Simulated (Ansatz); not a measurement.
The compound is SrNbO3 (Pm-3m).

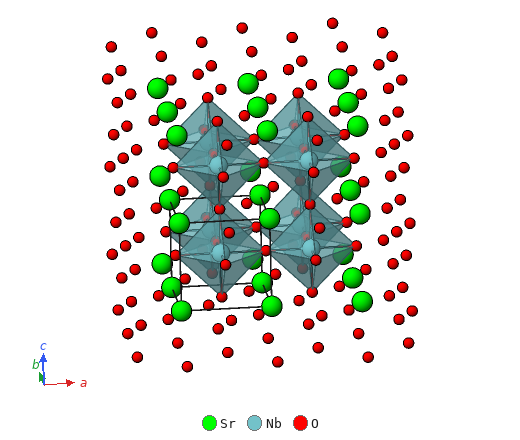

The structure (strontium green, niobium teal, oxygen red). 2×2×2 cells are drawn. Some periodic images of atoms are drawn too.

The structure is cubic, space group Pm-3m (No. 221). The conventional cell has a = 3.997 Å, b = 3.997 Å, c = 3.997 Å, α = 90.00°, β = 90.00°, γ = 90.00°. Sr has 12 O at 2.83 Å nearest. Nearest to Nb lie 6 O at 2.00 Å. O has 2 Nb at 2.00 Å and 4 Sr at 2.83 Å nearest. Farther neighbours and most contacts between anions are not listed.

```
Sr Nb O
1.0
     0.00000   -3.99700    0.00000
     0.00000    0.00000    3.99700
    -3.99700    0.00000    0.00000
Sr Nb O
1 1 3
Direct
  0.00000 0.00000 0.00000
  0.50000 0.50000 0.50000
  0.50000 0.50000 0.00000
  0.50000 0.00000 0.50000
  0.00000 0.50000 0.50000
```

 The program's search for lower electronic states was switched off, so nothing shows that the state found is the lowest. PAW set soft_2, made with PBE.

A constrained-RPA run (Ansatz 0.2.0; non-magnetic LDA; Nb t2g + anion p, bands v10 to c2, 4×4×4 mesh, medium accuracy) builds 12 functions on bands 11 eV wide, with 19.0 electrons in the window. The bare on-site interaction is 12.8 eV and the bare J 0.54 eV.

Question: Estimate U, U′ and J.

On the Nb t2g shell, U = 4.77 eV (37 % of the bare value), U′ = 4.01 eV, J = 0.41 eV.

The parent state is non-magnetic and the interaction static (zero frequency); U depends on the window and the orbitals, so it belongs to this model alone. A window that holds the anion p bands defines a model with explicit ligands; its U belongs to that model and is not the U of DFT+U.

[Paths, hosts, dates, memory and timing lines, banners, echoed tables and standing remarks are left out of the program output.]

[Logs are printed without paths, hosts, clocks, repeated set-up lines and the standing remarks that a program may print on its own settings, such as how far it seeks lower states.]

[Runs of the session that timed out or met a known fault of the program may be left out.]

[Hosts, paths, dates, database ids (printed as entryN), source tags and the programs' standing remarks are cut or masked in the printed files.]
